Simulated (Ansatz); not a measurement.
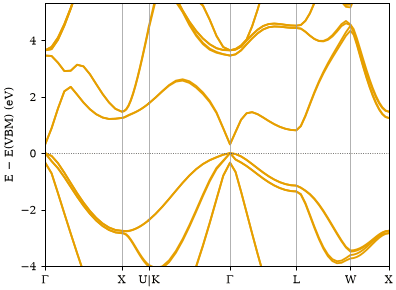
Band structure from PBEsol with spin–orbit coupling in the plane-wave PAW code Ansatz

Task: Read off the gap and where the band edges lie.

Result: About 0.3 eV (0.31 eV by a search for the band edges); maximum at Γ, minimum at Γ.

The material is GaAs (zinc blende, F-43m).

The cell was relaxed with PBEsol under the symmetry of its start.

Potentials: the earlier of the program's two PAW sets. The files were generated under PBE; for other functionals the program regenerates the frozen cores, and for LDA and PBEsol the local potential too.
